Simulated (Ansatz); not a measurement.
# The pair H₂S···C₂H₆: a pair, distance and angle, part 2 of 2

How does the energy of the pair H₂S···C₂H₆ change over two coordinates at once? A grid of runs gives the map.

Ansatz 0.2.0; RKS B3LYP-D4/def2-SVPD.

## Step 9: All points together

121 points were computed. Energies in kJ/mol, from the two partners far apart, frozen as in the relaxed pair, each in its own basis (no counterpoise correction):

| turn of S1, H2, H3 about C4 (°) ↓, distance C4···S1 (Å) → | 3.385 | 3.440 | 3.532 | 3.644 | 3.773 | 3.915 | 4.069 | 4.234 | 4.409 | 4.593 | 4.785 |
| --- | --- | --- | --- | --- | --- | --- | --- | --- | --- | --- | --- |
| 120 | 362.8 | 326.0 | 266.6 | 201.7 | 140.4 | 90.3 | 53.4 | 28.5 | 13.0 | 4.1 | −0.5 |
| 96 | 20.7 | 15.9 | 9.6 | 4.1 | −0.1 | −2.8 | −4.1 | −4.5 | −4.3 | −3.8 | −3.1 |
| 72 | 10.4 | 7.1 | 2.8 | −0.6 | −2.9 | −4.2 | −4.6 | −4.4 | −3.8 | −3.1 | −2.5 |
| 48 | 15.4 | 11.3 | 6.1 | 1.7 | −1.4 | −3.1 | −3.9 | −3.9 | −3.5 | −3.0 | −2.4 |
| 24 | 12.6 | 8.9 | 4.2 | 0.4 | −2.3 | −3.8 | −4.3 | −4.2 | −3.8 | −3.1 | −2.5 |
| 0 | 6.6 | 3.9 | 0.7 | −2.0 | −3.7 | −4.5 | −4.7 | −4.3 | −3.8 | −3.1 | −2.5 |
| −24 | 9.3 | 6.3 | 2.5 | −0.6 | −2.7 | −3.9 | −4.3 | −4.1 | −3.7 | −3.1 | −2.5 |
| −48 | 31.2 | 24.7 | 16.1 | 8.7 | 3.2 | −0.4 | −2.4 | −3.2 | −3.3 | −3.1 | −2.6 |
| −72 | 65.2 | 52.5 | 35.9 | 21.8 | 11.3 | 4.3 | 0.2 | −2.0 | −2.8 | −2.9 | −2.6 |
| −96 | 50.2 | 39.3 | 25.5 | 14.1 | 5.9 | 0.7 | −2.1 | −3.4 | −3.6 | −3.3 | −2.8 |
| −120 | 28.5 | 22.0 | 13.5 | 6.1 | 0.6 | −2.8 | −4.7 | −5.3 | −5.2 | −4.6 | −3.8 |

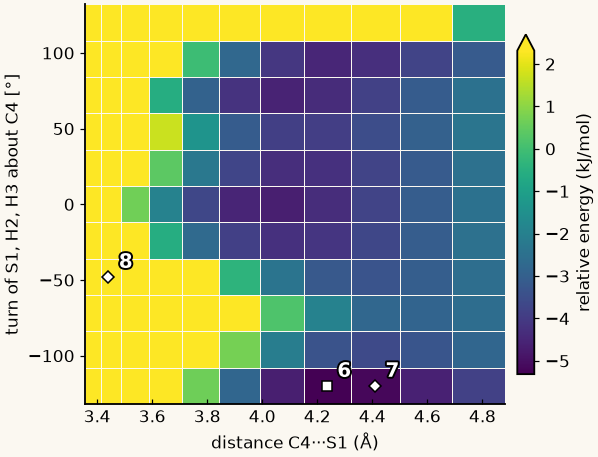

The map; numbers mark the steps of this session that print a point's run. In the figure: one coloured cell a grid point, one colour for all values above the top of the scale.

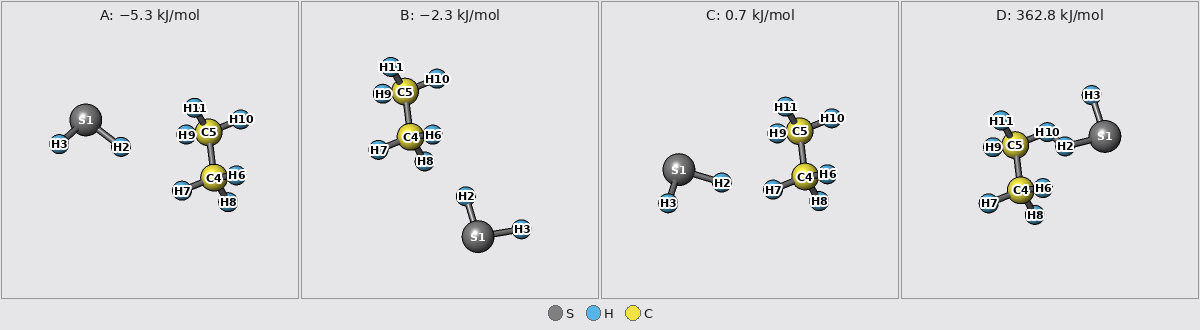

Structures on the grid, at one scale: A at (4.234 Å, −120°); B at (3.773 Å, 24°); C at (3.915 Å, −96°); D at (3.385 Å, 120°).

The largest force on an atom (eV/Å) at each point:

| turn of S1, H2, H3 about C4 (°) ↓, distance C4···S1 (Å) → | 3.385 | 3.440 | 3.532 | 3.644 | 3.773 | 3.915 | 4.069 | 4.234 | 4.409 | 4.593 | 4.785 |
| --- | --- | --- | --- | --- | --- | --- | --- | --- | --- | --- | --- |
| 120 | 10.8 | 9.9 | 8.3 | 6.4 | 4.5 | 2.9 | 1.8 | 1.1 | 0.6 | 0.3 | 0.2 |
| 96 | 0.7 | 0.6 | 0.5 | 0.3 | 0.2 | 0.1 | 0.1 | 0.1 | 0.1 | 0.1 | 0.1 |
| 72 | 0.4 | 0.4 | 0.3 | 0.2 | 0.1 | 0.1 | 0.0 | 0.0 | 0.0 | 0.0 | 0.0 |
| 48 | 0.5 | 0.4 | 0.3 | 0.2 | 0.1 | 0.1 | 0.0 | 0.0 | 0.0 | 0.0 | 0.0 |
| 24 | 0.4 | 0.4 | 0.3 | 0.2 | 0.1 | 0.1 | 0.0 | 0.0 | 0.0 | 0.0 | 0.0 |
| 0 | 0.3 | 0.3 | 0.2 | 0.1 | 0.1 | 0.0 | 0.0 | 0.0 | 0.0 | 0.0 | 0.0 |
| −24 | 0.4 | 0.3 | 0.2 | 0.2 | 0.1 | 0.1 | 0.0 | 0.0 | 0.0 | 0.0 | 0.0 |
| −48 | 1.1 | 0.9 | 0.7 | 0.5 | 0.3 | 0.2 | 0.1 | 0.1 | 0.1 | 0.0 | 0.0 |
| −72 | 2.1 | 1.8 | 1.3 | 0.9 | 0.6 | 0.3 | 0.2 | 0.1 | 0.1 | 0.1 | 0.1 |
| −96 | 1.7 | 1.4 | 1.0 | 0.7 | 0.4 | 0.2 | 0.2 | 0.1 | 0.1 | 0.1 | 0.1 |
| −120 | 0.7 | 0.6 | 0.5 | 0.3 | 0.2 | 0.2 | 0.1 | 0.1 | 0.1 | 0.1 | 0.1 |

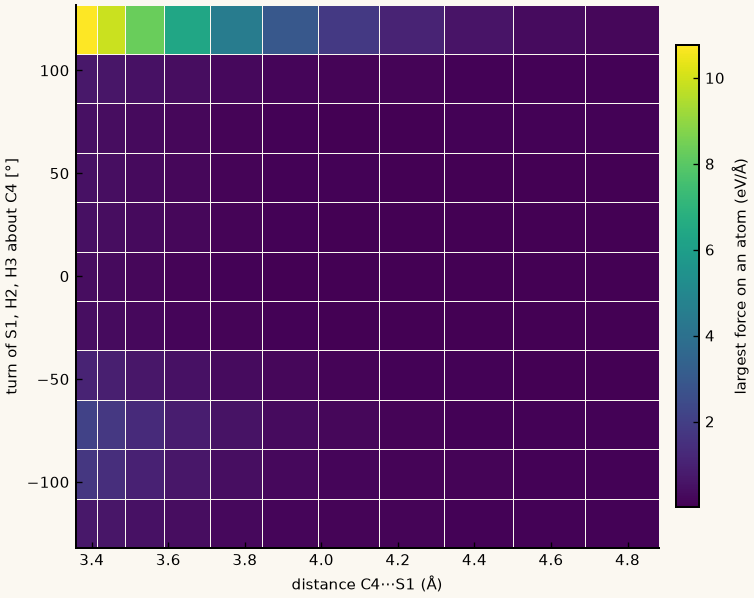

The largest force on an atom over the grid. In the figure: one coloured cell a grid point.

On the same grid, dipole moment (D):

```csv
"turn of S1, H2, H3 about C4 (°) ↓, distance C4···S1 (Å) →",3.385,3.440,3.532,3.644,3.773,3.915,4.069,4.234,4.409,4.593,4.785
120,2.64,2.56,2.42,2.25,2.07,1.87,1.69,1.53,1.40,1.30,1.22
96,1.53,1.49,1.42,1.36,1.29,1.23,1.19,1.15,1.12,1.10,1.08
72,1.33,1.30,1.26,1.21,1.17,1.14,1.12,1.10,1.08,1.07,1.06
48,1.40,1.36,1.30,1.25,1.20,1.16,1.13,1.10,1.08,1.07,1.06
24,1.43,1.39,1.33,1.26,1.21,1.16,1.13,1.10,1.08,1.07,1.06
0,1.38,1.34,1.28,1.23,1.18,1.14,1.11,1.09,1.07,1.06,1.05
−24,1.32,1.29,1.24,1.20,1.16,1.13,1.10,1.09,1.07,1.06,1.05
−48,1.31,1.28,1.24,1.20,1.16,1.13,1.11,1.09,1.07,1.06,1.05
−72,1.38,1.34,1.28,1.23,1.18,1.13,1.10,1.08,1.06,1.05,1.04
−96,1.46,1.40,1.32,1.24,1.17,1.12,1.08,1.05,1.03,1.02,1.02
−120,1.35,1.30,1.23,1.16,1.11,1.07,1.04,1.02,1.01,1.01,1.00
```

## Step 10: Results

What follows sums up all 2 parts.

```
                       quantity                                                                          value
                   lowest point                                                  (4.234 Å, −120°), −5.3 kJ/mol
         highest computed point                                 (3.385 Å, 120°), 368.1 kJ/mol above the lowest
largest force on an atom (eV/Å)       0.0 at (4.069 Å, 0°) to 10.8 at (3.385 Å, 120°); 0.1 at the lowest point
              dipole moment (D)  1.00 at (4.785 Å, −120°) to 2.64 at (3.385 Å, 120°); 1.02 at the lowest point
        time for the whole task                                                14 min on 1 thread, shared host
```

**Reading.** The lowest computed point is at (4.234 Å, −120°), −5.3 kJ/mol from the two partners far apart, frozen as in the relaxed pair, each in its own basis (no counterpoise correction). It lies at the edge of the scanned range, so the true minimum may lie outside. The grid is coarse, so the lowest point of the scanned range may lie between grid points; coordinates that were held can hide deeper minima. The highest computed point, (3.385 Å, 120°), lies 368.1 kJ/mol above the lowest. No counterpoise correction was made, so wells between separate parts tend to come out somewhat too deep.
